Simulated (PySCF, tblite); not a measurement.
# C5H13NSi+ (doublet): geometry, infrared bands and EPR parameters

What infrared bands and EPR parameters should C5H13NSi+ (doublet) (`CC[Si@H]([NH2+])C1CC1`) show?

Computed with tblite 0.8.0 and PySCF 2.14.0, with density-fitted response routines of our own, on a single molecule in the gas phase. Atoms are numbered from 0 throughout.

### 1 Starting geometry

20 atoms, charge 1, multiplicity 2; geometry from: force field or distance geometry start.

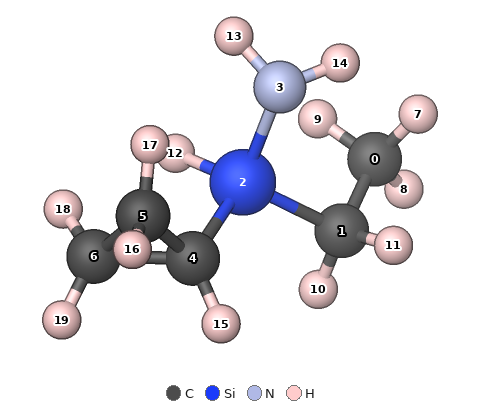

As it starts; carbon dark grey, silicon blue, nitrogen light blue, hydrogen pink, atoms numbered; sticks join atoms by distance.

### 2 Optimising the geometry with GFN2-xTB

Job settings and geometry (Å):

```
{"job": {"kind": "relax", "xc": "GFN2-xTB", "basis": "xTB"}, "charge": 1, "multiplicity": 2}
C     -2.808300    -0.493800     0.011400
C     -1.604200    -0.933100    -0.783500
Si    -0.149600    -0.008700    -0.021400
N     -0.494100     1.739800    -0.193200
C      1.446800    -0.366500    -0.875200
C      2.486800     0.709100    -0.780500
C      2.603300    -0.518200     0.079600
H     -3.207900     0.451200    -0.393600
H     -3.531100    -1.321100     0.061700
H     -2.492900    -0.275200     1.064300
H     -1.396900    -2.023900    -0.658600
H     -1.758900    -0.633600    -1.816800
H     -0.015600    -0.300400     1.427600
H     -0.222300     2.241900     0.687600
H     -1.491400     1.964400    -0.381700
H      1.463400    -1.061200    -1.720700
H      3.292100     0.808700    -1.523800
H      2.147900     1.659000    -0.354300
H      2.365600    -0.373800     1.163600
H      3.362300    -1.253700    -0.224700
```

On the command line:

```console
OMP_NUM_THREADS=1 python probes_run.py task.json out
```

The driver reads the jobs from task.json and runs them one after another.

Log:

```text
step      E/eV     max force
  0    -584.25294    2.631
  1    -584.54206    1.152
  2    -584.64671    0.591
  3    -584.68385    0.581
  4    -584.76702    0.532
  5    -584.79227    0.473
  6    -584.81714    0.409
  7    -584.83570    0.381
  8    -584.85467    0.294
  9    -584.87207    0.281
 10    -584.88731    0.248
 11    -584.89803    0.221
 12    -584.90622    0.194
 13    -584.91519    0.251
 14    -584.92687    0.274
 15    -584.94145    0.445
 16    -584.95557    0.445
 17    -584.96685    0.330
 18    -584.97947    0.256
 19    -584.99537    0.232
 20    -585.00777    0.285
 21    -585.02190    0.326
 22    -585.03416    0.279
 23    -585.04610    0.267
 24    -585.05438    0.307
 25    -585.06179    0.200
 26    -585.06745    0.180
 27    -585.07625    0.200
 28    -585.08304    0.233
 29    -585.09183    0.231
 30    -585.09822    0.251
 31    -585.10443    0.214
 32    -585.10962    0.159
 33    -585.11434    0.145
 34    -585.11740    0.247
 35    -585.12054    0.137
 36    -585.12417    0.136
 37    -585.12967    0.145
 38    -585.13285    0.125
 39    -585.13574    0.125
 40    -585.13772    0.105
 41    -585.14012    0.132
 42    -585.14228    0.117
 43    -585.14411    0.069
 44    -585.14540    0.118
 45    -585.14660    0.077
 46    -585.14768    0.089
 47    -585.14850    0.080
 48    -585.14909    0.068
 49    -585.14966    0.051
 50    -585.15017    0.054
 51    -585.15058    0.044
 52    -585.15092    0.066
 53    -585.15129    0.059
 54    -585.15173    0.070
 55    -585.15219    0.068
 56    -585.15261    0.049
 57    -585.15299    0.070
 58    -585.15339    0.066
 59    -585.15389    0.080
 60    -585.15440    0.078
 61    -585.15486    0.060
 62    -585.15515    0.050
 63    -585.15538    0.036
 64    -585.15555    0.028
 65    -585.15569    0.031
 66    -585.15583    0.029
 67    -585.15598    0.027
 68    -585.15613    0.029
 69    -585.15627    0.030
 70    -585.15641    0.029
 71    -585.15656    0.034
 72    -585.15669    0.031
 73    -585.15682    0.026
 74    -585.15693    0.024
 75    -585.15704    0.028
 76    -585.15715    0.026
 77    -585.15728    0.032
 78    -585.15741    0.029
 79    -585.15751    0.023
 80    -585.15756    0.019
 81    -585.15761    0.014
 82    -585.15767    0.020
 83    -585.15773    0.019
 84    -585.15780    0.018
 85    -585.15786    0.021
 86    -585.15792    0.021
 87    -585.15798    0.017
 88    -585.15806    0.021
 89    -585.15814    0.019
 90    -585.15819    0.016
 91    -585.15823    0.015
 92    -585.15828    0.020
 93    -585.15835    0.024
 94    -585.15843    0.026
 95    -585.15851    0.019
 96    -585.15857    0.018
 97    -585.15861    0.013
 98    -585.15864    0.014
 99    -585.15867    0.014
100    -585.15870    0.009
```

It took 0.67 s on 1 thread of Arm Neoverse V2, shared host.

The steps of the relaxation: (not every step is listed)

```
step  energy from step 0 (eV)  largest force (eV/Å)
   0                   0.0000                2.6310
   1                  -0.2891                1.1519
   2                  -0.3938                0.5912
   3                  -0.4309                0.5806
   4                  -0.5141                0.5324
   5                  -0.5393                0.4726
   6                  -0.5642                0.4085
   7                  -0.5828                0.3808
   8                  -0.6017                0.2936
  16                  -0.7026                0.4445
  24                  -0.8014                0.3067
  32                  -0.8567                0.1591
  40                  -0.8848                0.1051
  48                  -0.8962                0.0679
  56                  -0.8997                0.0491
  64                  -0.9026                0.0283
  72                  -0.9038                0.0309
  80                  -0.9046                0.0187
  88                  -0.9051                0.0213
  95                  -0.9056                0.0188
  96                  -0.9056                0.0185
  97                  -0.9057                0.0131
  98                  -0.9057                0.0145
  99                  -0.9057                0.0139
 100                  -0.9058                0.0093
```

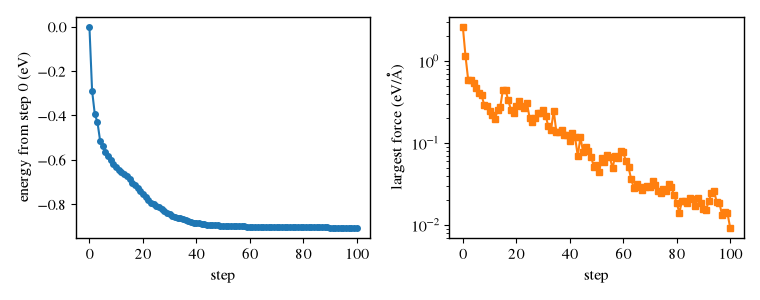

Energy and largest force along the relaxation.

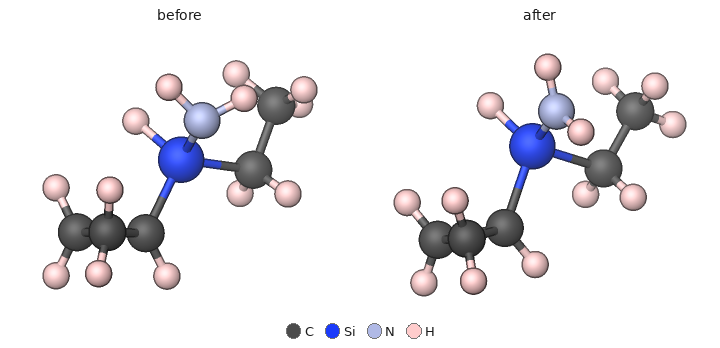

Before and after, at one scale.

Distances of close pairs at the start and the end, largest changes first:

| bond | before (Å) | after (Å) | change (Å) |
| --- | --- | --- | --- |
| C1–Si2 | 1.884 | 1.979 | +0.094 |
| Si2–N3 | 1.790 | 1.702 | -0.088 |
| Si2–C4 | 1.845 | 1.916 | +0.071 |
| N3–H13 | 1.050 | 1.008 | -0.041 |
| C6–H18 | 1.119 | 1.079 | -0.040 |
| C0–H9 | 1.121 | 1.087 | -0.034 |
| N3–H14 | 1.040 | 1.010 | -0.030 |
| C1–H10 | 1.117 | 1.088 | -0.030 |

The final coordinates are the input of the step that follows.

### 3 Harmonic vibrations with GFN2-xTB

Job settings and geometry (Å):

```
{"job": {"kind": "ir", "xc": "GFN2-xTB", "basis": "xTB"}, "charge": 1, "multiplicity": 2}
C     -2.852637    -0.697844     0.011010
C     -1.512329    -0.905867    -0.625671
Si    -0.176064     0.245270     0.271232
N     -0.552227     1.886012     0.019158
C      1.337192    -0.296321    -0.771808
C      2.499796     0.640118    -0.859516
C      2.596298    -0.609645    -0.027160
H     -3.224969     0.312234    -0.134974
H     -3.562710    -1.381628    -0.464994
H     -2.850223    -0.932960     1.072145
H     -1.166520    -1.930928    -0.512241
H     -1.518165    -0.632905    -1.678666
H     -0.120064    -0.007635     1.703708
H     -0.828829     2.524562     0.749006
H     -0.520139     2.344969    -0.879732
H      1.128287    -0.901017    -1.644515
H      3.025774     0.695509    -1.800933
H      2.470206     1.576494    -0.326173
H      2.634788    -0.473872     1.042408
H      3.187387    -1.443869    -0.374411
```

Log:

```text
mode    cm-1     km/mol
  1     -28.1      0.13
  2      69.8      0.45
  3     114.7      0.68
  4     130.6      3.05
  5     159.9      0.87
  6     202.5     19.66
  7     229.8      1.30
  8     236.0      1.10
  9     276.2     12.94
 10     311.0      2.76
 11     432.7    167.48
 12     513.5     21.55
 13     572.0      6.51
 14     604.7      5.32
 15     612.4     36.38
 16     715.9     21.11
 17     749.6    124.98
 18     782.1    128.15
 19     817.4     19.42
 20     916.0    143.55
 21     928.9      9.55
 22     932.8     28.96
 23     951.5     21.53
 24     961.1     43.70
 25    1014.4     20.47
 26    1043.3      4.73
 27    1048.2     20.90
 28    1072.6      1.26
 29    1080.2    163.67
 30    1120.8      5.67
 31    1142.3    264.23
 32    1200.9      0.96
 33    1211.2      6.37
 34    1310.9      0.95
 35    1373.4    105.18
 36    1412.1     32.13
 37    1419.3      9.18
 38    1422.0     10.62
 39    1450.4     85.15
 40    1458.9      2.66
 41    1461.5     11.87
 42    2334.9    164.32
 43    2945.9     64.19
 44    3000.0     13.54
 45    3011.3      3.35
 46    3047.0     10.05
 47    3049.2      6.50
 48    3056.5     12.68
 49    3092.7      5.19
 50    3094.8      1.62
 51    3102.0      1.66
 52    3119.3      8.99
 53    3436.1     99.18
 54    3475.0     37.59
```

Run time: 0.68 s. Hardware: 1 thread of Arm Neoverse V2, shared host.

The strongest bands and the atoms that carry them (share of the mass-weighted mode):

| cm⁻¹ | km/mol | atoms |
| --- | --- | --- |
| 433 | 167.5 | H14 40 %, H13 37 %, N3 17 % |
| 750 | 125.0 | H14 33 %, H13 33 %, N3 15 % |
| 782 | 128.2 | H19 23 %, H16 22 %, H18 19 %, H17 18 % |
| 916 | 143.6 | C4 25 %, C5 24 %, C6 24 % |
| 1080 | 163.7 | C1 44 %, C0 35 % |
| 1142 | 264.2 | H15 25 %, H11 22 %, H10 21 % |
| 1373 | 105.2 | H8 29 %, H7 24 %, H9 19 %, C0 11 % |
| 2335 | 164.3 | H12 97 % |

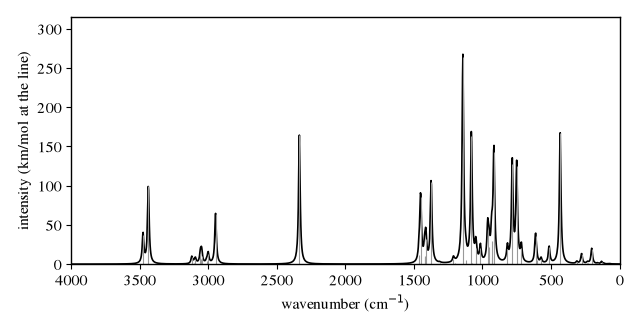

The infrared spectrum from these modes, unscaled. Lines are broadened to a width of 14 cm⁻¹ (Lorentzian).

### 4 EPR parameters: B3LYP/pcH-1

Same as in step 3 but for these lines:

```diff
@@ -1,2 +1,2 @@
-{"job": {"kind": "ir", "xc": "GFN2-xTB", "basis": "xTB"}, "charge": 1, "multiplicity": 2}
+{"job": {"kind": "epr", "basis": "pcH-1"}, "charge": 1, "multiplicity": 2}
 C     -2.852637    -0.697844     0.011010
```

Method: UKS B3LYP, pcH-1 on C H N Si, non-relativistic, mean-field spin-orbit, GIAO.

Log:

```text
UKS, coarse grid
  cycle   1  E = -542.28582543  |g| = 3.49e-01
  cycle   2  E = -542.25997745  |g| = 4.16e-01
  cycle   3  E = -542.33898930  |g| = 7.47e-02
  cycle   4  E = -542.34091259  |g| = 4.46e-02
  cycle   5  E = -542.34202848  |g| = 9.91e-03
  cycle   6  E = -542.34205772  |g| = 6.77e-03
  cycle   7  E = -542.34208083  |g| = 1.71e-03
  cycle   8  E = -542.34208269  |g| = 1.26e-03
  cycle   9  E = -542.34208342  |g| = 3.15e-04
UKS, final grid
  cycle   1  E = -542.34206046  |g| = 4.37e-04
  cycle   2  E = -542.34206013  |g| = 9.47e-04
  cycle   3  E = -542.34206055  |g| = 1.33e-04
  cycle   4  E = -542.34206056  |g| = 4.44e-05
  cycle   5  E = -542.34206056  |g| = 2.10e-05
E = -542.34206056 Eh   <S^2> = 0.7561 (exact 0.7500)
g shifts (ppm)      1          2          3
  rmc          -181       -181       -181
  gc             18         42         43
  oz_so         411       2694       4459
  total         247       2555       4321
hyperfine (MHz)  atom isotope    a_iso     a_fc   dipolar eigenvalues
    0   13C      -7.63      -7.64     -5.61     -5.04     10.64
    1   13C      56.74      56.72    -30.89    -30.70     61.59
    2  29Si      94.86      95.01    -32.30     13.22     19.08
    3   14N      11.05      11.00    -14.52    -14.34     28.86
    4   13C      48.83      48.78    -19.02    -17.57     36.58
    5   13C      -2.83      -2.84     -6.97     -5.68     12.65
    6   13C       0.61       0.60     -9.22     -7.88     17.11
    7    1H       3.65       3.64     -4.51      0.11      4.40
    8    1H     120.38     120.38     -5.09     -1.79      6.88
    9    1H      13.27      13.27     -3.92     -2.34      6.27
   10    1H      11.35      11.34    -13.65     -2.55     16.20
   11    1H      -6.23      -6.24    -13.16     -2.19     15.35
   12    1H       4.49       4.49     -2.64     -1.77      4.41
   13    1H     -22.72     -22.76    -17.63     -3.86     21.49
   14    1H     -20.37     -20.42    -16.08     -3.98     20.06
   15    1H     -10.44     -10.46     -8.66     -0.57      9.22
   16    1H      -3.55      -3.56     -4.08     -0.92      5.00
   17    1H      11.42      11.42     -3.72     -0.30      4.02
   18    1H      22.73      22.73     -4.03     -3.40      7.44
   19    1H       4.94       4.94     -5.02     -1.53      6.55
```

Wall time 2.1 min (1 thread of Arm Neoverse V2, shared host); peak memory 1.1 GiB.

Principal g values 2.00257, 2.00487, 2.00664; g(iso) = 2.00469, against 2.00232 for a free electron.

Hyperfine couplings; where a row names several nuclei, a(iso) is their mean (it holds for fast rotation or exchange) and the dipolar term the largest among them:

| nuclei | isotope | a(iso) (MHz) | a(iso) (G, at g = 2.0023) | largest dipolar term (MHz) |
| --- | --- | --- | --- | --- |
| Si2 | 29Si | 94.9 | 33.8 | -32.3 |
| C1 | 13C | 56.7 | 20.2 | 61.6 |
| C4 | 13C | 48.8 | 17.4 | 36.6 |
| H7, H8, H9 | 1H | 45.8 | 16.3 | 6.9 |
| H18 | 1H | 22.7 | 8.1 | 7.4 |
| H13, H14 | 1H | -21.5 | -7.7 | 21.5 |
| H17 | 1H | 11.4 | 4.1 | 4.0 |
| H10 | 1H | 11.3 | 4.0 | 16.2 |
| N3 | 14N | 11.0 | 3.9 | 28.9 |
| H15 | 1H | -10.4 | -3.7 | 9.2 |
| C0 | 13C | -7.6 | -2.7 | 10.6 |
| H11 | 1H | -6.2 | -2.2 | 15.3 |
| H19 | 1H | 4.9 | 1.8 | 6.6 |
| H12 | 1H | 4.5 | 1.6 | 4.4 |

Mulliken spin populations:

C0 0.02; C1 0.32; Si2 0.02; N3 0.31; C4 0.16; C5 0.06; C6 0.08; H7 0.00; H8 0.05; H9 0.00; H10 0.00; H11 -0.01; H12 0.00; H13 -0.01; H14 -0.01; H15 -0.01; H16 0.00; H17 0.01; H18 0.01; H19 0.00

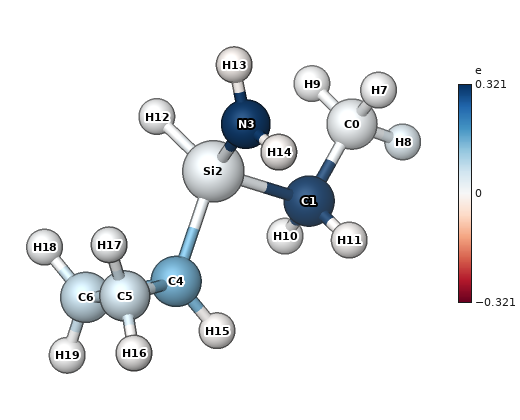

Mulliken spin populations, as colours on the atoms.

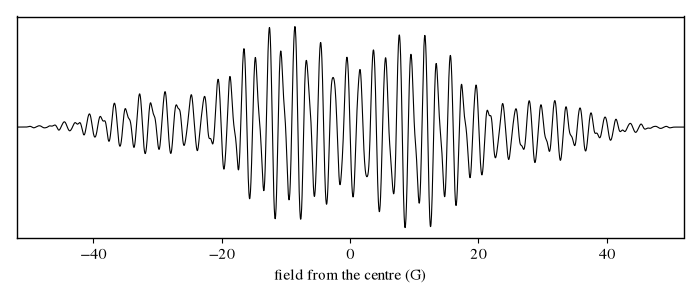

First-order isotropic spectrum (first derivative, main isotopes with spin only, couplings over 0.8 MHz, Gaussian width 0.3 G; couplings of the frozen geometry, rotation of groups not averaged beyond the rows shown).

Orbitals, density, ELF and potential are computed afterwards from the orbital file.

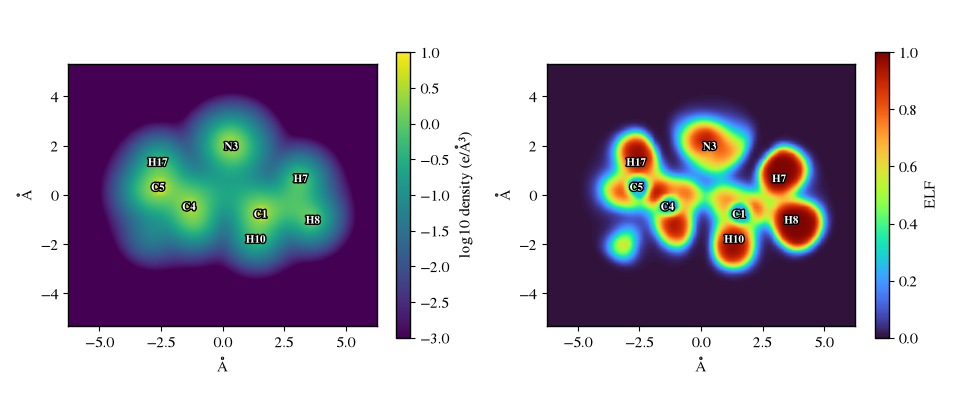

Density (left) and ELF (right) in a plane through or near 8 of the atoms.

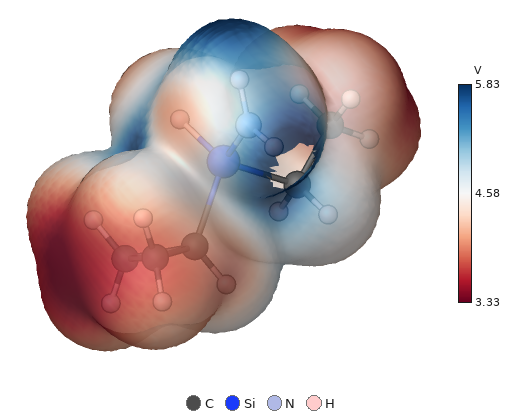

The potential that a unit positive charge feels on the 0.002 e/bohr³ surface, from 3.33 V near C6 to 5.83 V near H13.

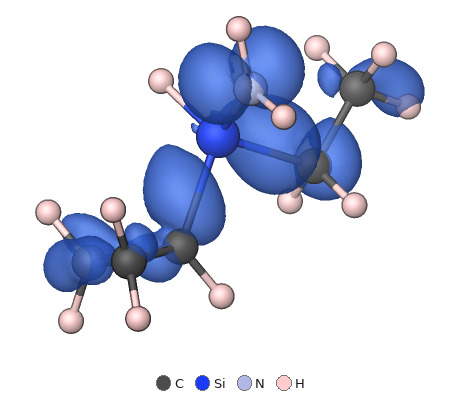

Spin density at ±0.03 e/Å³ (alpha excess blue, beta excess red).

### 5 What came out

```
                                 quantity                  value
strongest single infrared mode (GFN2-xTB)  1142 cm⁻¹, 264 km/mol
             zero-point energy (GFN2-xTB)         104.7 kcal/mol
                           g(iso) (B3LYP)                2.00469
                                     ⟨S²⟩     0.756 (exact 0.75)
       largest a(iso) (averaged by class)  29Si on Si2, 94.9 MHz
```

**Reading.** Relaxing lowered the energy by 0.906 eV in 100 steps; the close pair that moved most is C1–Si2, from 1.884 to 1.979 Å. The lowest mode is imaginary (28i cm⁻¹), so the xTB geometry is not a minimum. The strongest single mode, at 1142 cm⁻¹, has its largest shares on H15, H11 and H10 (the list is cut at 3 atoms). GFN2-xTB is a fitted tight-binding method: band positions and strengths are rough. Its intensities can rank the bands wrongly. The largest spin populations lie on C1 (0.32 e), N3 (0.31 e). The isotropic g lies 2.4 ppt above the free-electron value.
